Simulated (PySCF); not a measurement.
Excited-state calculation of C$_{2}$H$_{7}$GeNO

- system: C$_{2}$H$_{7}$GeNO, SMILES C[C](=O)[GeH2][NH2]
- method: TDDFT PBE0/aug-cc-pVDZ, vertical, gas phase, core orbitals frozen in the response (PySCF 2.14.0)

The geometry comes from this level: PBE0-D3(BJ)/def2-SVP.

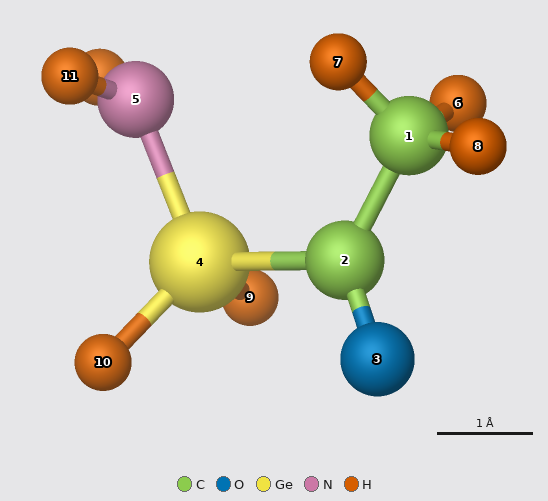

Fig. 1: The structure (ball-and-stick view, seen at a tilt; atoms are numbered from 1 in the order of the input). Sticks mark near contacts.

Input file:
```
{"job": {"kind": "uv", "xc": "PBE0", "basis": "aug-cc-pVDZ"}, "charge": 0, "multiplicity": 1}
C     -1.641931     0.308015     0.746761
C     -0.914770    -0.863906     0.149965
O     -1.450153    -1.916570    -0.099250
Ge     1.052615    -0.675107    -0.212494
N      1.459432     1.120324    -0.310392
H     -1.265577     0.477475     1.769768
H     -1.414142     1.228289     0.187305
H     -2.723072     0.112037     0.775735
H      1.847090    -1.238008     0.981098
H      1.374956    -1.480071    -1.489801
H      1.320759     1.542647    -1.224649
H      2.393713     1.359422     0.010525
```

The first line tells a small driver script what to run in PySCF; the rest is the geometry in Å.

Launched with:
```bash
OMP_NUM_THREADS=1 python <driver script> task.json out
```

The program's output:
```
coarse grid: 45384 points
cycle   1  E = -2286.7520362925  dE = -1.320e-01  |g| = 8.159e-01  |ddm| = 7.035e+00
cycle   2  E = -2286.2906690261  dE =  4.614e-01  |g| = 1.700e+00  |ddm| = 3.116e+00
cycle   3  E = -2286.8842202223  dE = -5.936e-01  |g| = 2.003e-01  |ddm| = 2.092e+00
cycle   4  E = -2286.8916696009  dE = -7.449e-03  |g| = 8.524e-02  |ddm| = 3.982e-01
cycle   5  E = -2286.8931890923  dE = -1.519e-03  |g| = 1.981e-02  |ddm| = 1.405e-01
cycle   6  E = -2286.8932779700  dE = -8.888e-05  |g| = 5.093e-03  |ddm| = 4.271e-02
cycle   7  E = -2286.8932842580  dE = -6.288e-06  |g| = 1.149e-03  |ddm| = 1.000e-02
final grid: 95264 points
cycle   8  E = -2286.8932776932  dE =  5.982e-07  |g| = 2.166e-03  |ddm| = 9.107e-03
cycle   9  E = -2286.8932744503  dE =  3.243e-06  |g| = 4.636e-03  |ddm| = 7.692e-03
cycle  10  E = -2286.8932786213  dE = -4.171e-06  |g| = 1.577e-04  |ddm| = 5.108e-03
cycle  11  E = -2286.8932786279  dE = -6.593e-09  |g| = 2.896e-05  |ddm| = 3.594e-04
cycle  12  E = -2286.8932786281  dE = -1.960e-10  |g| = 9.570e-06  |ddm| = 6.476e-05
```

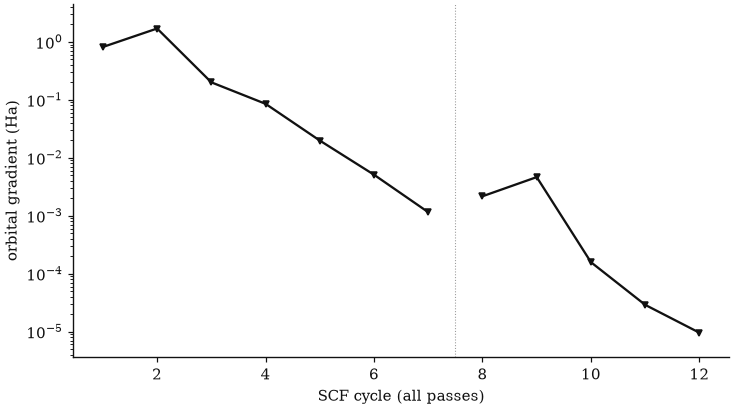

Fig. 2: Convergence of the self-consistent field: orbital gradient against the SCF cycle. The dotted line marks the change from a coarse to the final integration grid. The first 7 cycles use a coarse grid, the final grid takes over at cycle 8, and the field converges after 12 cycles in all.

```
converged SCF energy = -2286.8932786281

Static polarisability (au): isotropic 70.476, principal 56.975 73.567 80.887

Singlet excitations
state   eV       nm        f      main configurations
  1   3.5550    348.8   0.00147   H->L 0.93
  2   5.2541    236.0   0.00098   H->L+1 0.82, H-1->L 0.09
  3   5.5284    224.3   0.01258   H-1->L 0.87, H->L+1 0.11
  4   5.8106    213.4   0.04167   H->L+2 0.93
  5   6.1817    200.6   0.01661   H-1->L+1 0.91
  6   6.2502    198.4   0.04367   H->L+3 0.93
  7   6.3373    195.6   0.01802   H->L+4 0.82, H->L+5 0.10
  8   6.4894    191.1   0.09065   H->L+5 0.86, H->L+4 0.10
  9   6.6810    185.6   0.02720   H->L+6 0.91
 10   6.9070    179.5   0.01693   H->L+7 0.90

Triplet excitations (Tamm-Dancoff, eV): 2.8973 5.1009 5.3806 5.6962
```

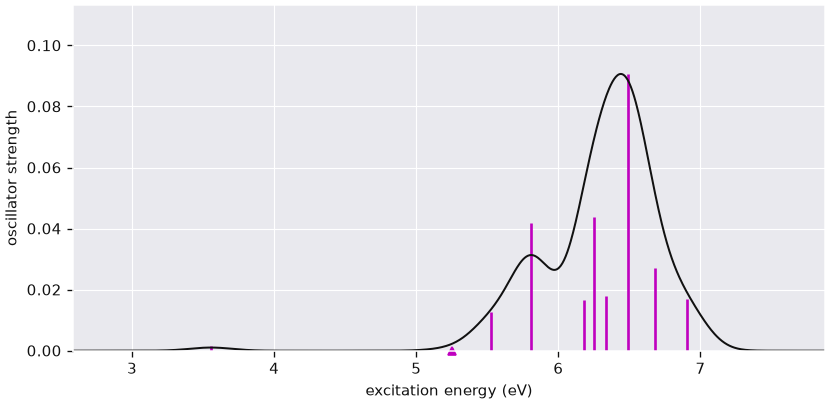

Fig. 3: Computed excitations as sticks (degenerate states added up, dark ones marked on the axis), with a Gaussian envelope of 0.35 eV full width at half maximum, scaled to the tallest. Of the 10 states the lowest lies at 3.56 eV (f = 0.001); the strongest line is at 6.49 eV, or 191 nm (f = 0.091).

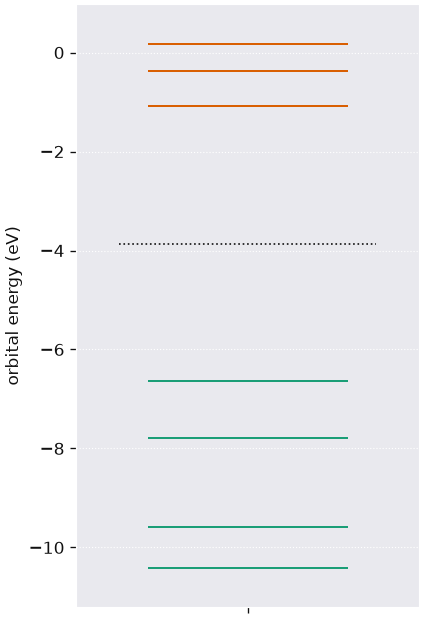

Fig. 4: Orbital energies near the frontier; the dotted line parts filled from empty levels, and levels within 0.02 eV of each other stand side by side. Highest filled −6.65 eV, lowest empty −1.08 eV, 5.57 eV apart.

Key numbers:

- outcome: converged
- total energy: −2286.893279 hartree
- HOMO: −6.65 eV
- LUMO: −1.08 eV
- dipole moment: 2.99 D
- mean polarisability: 70.48 a.u.
- lowest singlet excitation: 3.56 eV
- hardware: 1 CPU thread, shared host
- wall time: 32 s
- peak memory: 0.78 GiB

Notes:

Spin–orbit coupling is left out, which matters for the heavy atoms.
